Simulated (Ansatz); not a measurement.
**One shape, several levels: OH (SMILES [OH])**

Aim: a comparison of 6 runs (U-r2SCAN0/3-21G, UBHLYP/3-21G, UPBE/3-21G, USVWN5/3-21G, UCCSD/3-21G, UCCSD/cc-pVDZ) of OH. 

The results are computed with Ansatz 0.2.0.

60 further runs of the same task are left out: 60 set aside as unsound or not needed.

### 1 Starting point

The species is OH (2 atoms), meant as a doublet with charge 0. As SMILES, `[OH]`. The H2–O1 distance was set to 1.216 Å, away from the relaxed value.

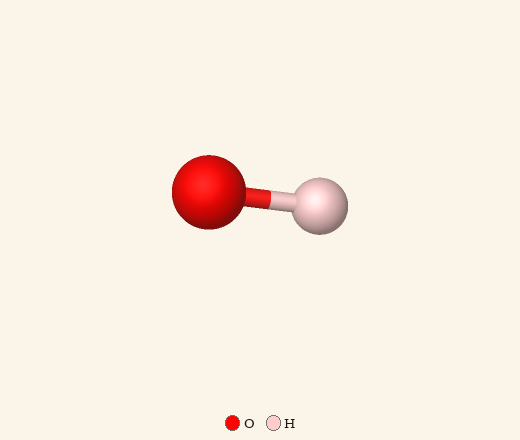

Viewed from a chosen angle; oxygen red, hydrogen pink.

### 2 A single-point energy at U-r2SCAN0/3-21G (run 1)

Contents of job.yaml:

```yaml
crystal:
  periodic: [false, false, false]
  atoms:
    - {symbol: O, position_ang: [0.623787, -0.199714, 0.321808]}
    - {symbol: H, position_ang: [-0.415880, 0.133150, -0.214550]}
basis:
  gaussian:
    orbitals: 3-21G.json
total_charge: 0
magnetization:
  spin_polarized: true
  initial_magnetization: 1
hamiltonian:
  xc: {name: r2SCAN0}
accuracy: high
```

The basis set 3-21G is read from a file made from the Basis Set Exchange's data (not shown).

The run is started by

```bash
$ ansatz run job.yaml --threads 1 --pin off --max-ram 3480MiB --events-out events.jsonl --progress --plain --runs-dir runs
```

The program printed:

```text
Warning: RAYON_NUM_THREADS=1 ignored (pool sized by the plan → 1); use --threads N
Functional definition: r2SCAN0
  name "r2SCAN0"
  parameter a = 0.25
  parameter k0 = 0.174
  parameter k1 = 0.065
  parameter a1 = 4.9479
  exchange = (1 - a)*r2scan_x(k0 = k0, k1 = k1, a1 = a1) + a*exact_x
  correlation = r2scan_c
150 factors; integrals over basis functions are off by at most 3.5e-9 eV
mean field evaluation 1: about -2046.5887 eV, gradient 1.3e1 eV
mean field evaluation 2: about -2046.5555 eV, gradient 1.4e1 eV
mean field evaluation 4: about -2047.3382 eV, gradient 4.2e-1 eV
mean field evaluation 8: about -2047.3396 eV, gradient 8.4e-3 eV
mean field evaluation 16: about -2047.3396 eV, gradient 2.1e-6 eV
mean field -2047.33962265 eV, -75.2383433956 hartree, gradient 8.8e-9 eV, S^2 0.756560; 0 other end points of the search recorded, 0 dependent functions left out
reference -2047.33962292 eV, -75.2383434057 hartree; 5, 4 occupied and 6, 7 virtual orbitals, 150 factors
Total energy: -2047.33962292 eV, -75.2383434057 hartree
```

Wall time 1.3 s (1 thread of Arm Neoverse V1, shared host); peak memory 0.11 GiB.

### 3 A single-point energy at UBHLYP/3-21G (run 2)

Contents of run.yaml:

```yaml
basis:
  gaussian:
    orbitals: 3-21G.json
crystal:
  periodic: [false, false, false]
  atoms:
    - {symbol: O, position_ang: [0.623787, -0.199714, 0.321808]}
    - {symbol: H, position_ang: [-0.415880, 0.133150, -0.214550]}
magnetization:
  spin_polarized: true
  initial_magnetization: 1
accuracy: high
hamiltonian:
  xc: {name: BHLYP}
```

The basis set 3-21G is read from a file made from the Basis Set Exchange's data (not shown).

The run is started by

```bash
$ ansatz run run.yaml --threads 1 --pin off --max-ram 3480MiB --events-out events.jsonl --progress --plain --runs-dir runs
```

The program printed:

```text
Warning: RAYON_NUM_THREADS=1 ignored (pool sized by the plan → 1); use --threads N
Functional definition: BHLYP
  name "BHLYP"
  parameter a = 0.5
  exchange = (1 - a)*b88_x + a*exact_x
  correlation = lyp_c
150 factors; integrals over basis functions are off by at most 3.5e-9 eV
mean field evaluation 1: about -2046.9489 eV, gradient 1.2e1 eV
mean field evaluation 2: about -2047.3008 eV, gradient 1.1e1 eV
mean field evaluation 4: about -2047.7279 eV, gradient 1.3e-1 eV
mean field evaluation 8: about -2047.7289 eV, gradient 2.2e-3 eV
mean field evaluation 16: about -2047.7289 eV, gradient 2.7e-7 eV
mean field -2047.72893496 eV, -75.2526503592 hartree, gradient 3.1e-8 eV, S^2 0.757525; 0 other end points of the search recorded, 0 dependent functions left out
reference -2047.72894535 eV, -75.2526507410 hartree; 5, 4 occupied and 6, 7 virtual orbitals, 150 factors
Total energy: -2047.72894535 eV, -75.2526507410 hartree
```

Run time: 0.42 s. Hardware: 1 thread of Arm Neoverse V1, shared host.

### 4 A single-point energy at UPBE/3-21G (run 3)

Contents of job.yaml:

```yaml
crystal:
  periodic: [false, false, false]
  atoms:
    - symbol: O
      position_ang: [0.623787, -0.199714, 0.321808]
    - symbol: H
      position_ang: [-0.415880, 0.133150, -0.214550]
basis:
  gaussian:
    orbitals: 3-21G.json
magnetization:
  spin_polarized: true
  initial_magnetization: 1
hamiltonian:
  xc: {name: PBE}
accuracy: high
```

The basis set 3-21G is read from a file made from the Basis Set Exchange's data (not shown).

The run is started by

```bash
$ ansatz run job.yaml --threads 1 --pin off --max-ram 3480MiB --events-out events.jsonl --progress --plain --runs-dir runs
```

The program printed:

```text
Warning: RAYON_NUM_THREADS=1 ignored (pool sized by the plan → 1); use --threads N
Functional definition: PBE
  name "PBE"
  parameter kappa = 0.804
  parameter beta = 0.06672455060314922
  exchange = pbe_x(kappa = kappa, mu = beta*pi^2/3)
  correlation = pbe_c(beta = beta)
150 factors; integrals over basis functions are off by at most 3.5e-9 eV
mean field evaluation 1: about -2045.2395 eV, gradient 1.6e1 eV
mean field evaluation 2: about -2042.9628 eV, gradient 2.7e1 eV
mean field evaluation 4: about -2046.2828 eV, gradient 3.2e-1 eV
mean field evaluation 8: about -2046.2824 eV, gradient 7.5e-3 eV
mean field evaluation 16: about -2046.2824 eV, gradient 1.2e-8 eV
mean field -2046.28243446 eV, -75.1994924465 hartree, gradient 1.2e-8 eV, S^2 0.753105; 1 other end points of the search recorded, 0 dependent functions left out
reference -2046.28243543 eV, -75.1994924821 hartree; 5, 4 occupied and 6, 7 virtual orbitals, 150 factors
Total energy: -2046.28243543 eV, -75.1994924821 hartree
```

Wall time 0.56 s (1 thread of Arm Neoverse V1, shared host).

Runs 4 to 5 aren't shown in full; the table further down has their settings and results.

### 5 The energy at UCCSD/cc-pVDZ (run 6)

Contents of job.yaml:

```yaml
crystal:
  periodic: [false, false, false]
  atoms:
    - {symbol: O, position_ang: [0.623787, -0.199714, 0.321808]}
    - {symbol: H, position_ang: [-0.415880, 0.133150, -0.214550]}
basis:
  gaussian:
    orbitals: cc-pVDZ
scf:
  omitted_lower_state_checks: [cluster_reference, increment]
correlation:
  method: ccsd
  frozen_orbitals: {H: 0, O: 1}
magnetization:
  spin_polarized: true
  initial_magnetization: 1
accuracy: high
```

The run is started by

```bash
$ ansatz run job.yaml --threads 1 --pin off --max-ram 3480MiB --events-out events.jsonl --progress --plain --runs-dir runs
```

The program printed:

```text
Warning: RAYON_NUM_THREADS=1 ignored (pool sized by the plan → 1); use --threads N
[... 12 lines left out ...]
1 core orbitals not correlated: weight in the atoms' cores, before any rotation towards them, 1.000 or more for the frozen orbitals, at most 0.000 for the correlated occupied ones
[... 23 lines left out ...]
Total energy: -2055.20694193 eV, -75.5274620467 hartree
Checks for a lower state left out: cluster_reference, increment
```

It took 0.28 s on 1 thread of Arm Neoverse V1, shared host.

### 6 The series

```
run            level  frozen core orbitals  energy (Eh)   ⟨S²⟩  wall time
  1  U-r2SCAN0/3-21G                     –   -75.238343  0.757      1.3 s
  2     UBHLYP/3-21G                     –   -75.252651  0.758     0.42 s
  3       UPBE/3-21G                     –   -75.199492  0.753     0.56 s
  4     USVWN5/3-21G                     –   -74.718791  0.754     0.34 s
  5      UCCSD/3-21G                     1   -75.047347  0.794     0.22 s
  6    UCCSD/cc-pVDZ                     1   -75.527462  0.778     0.28 s
```

### 7 Outcome

```
                                         quantity         value
                              run 6: total energy  -75.52746 Eh
run 6: correlation energy (1 core orbital frozen)    -173.6 mEh
         run 6: ⟨S²⟩ of the reference determinant         0.778
                             run 6: T1 diagnostic         0.017
```

In words: Totals of different functionals can't be ranked against each other. All runs together took 3.2 s, the longest 1.3 s.
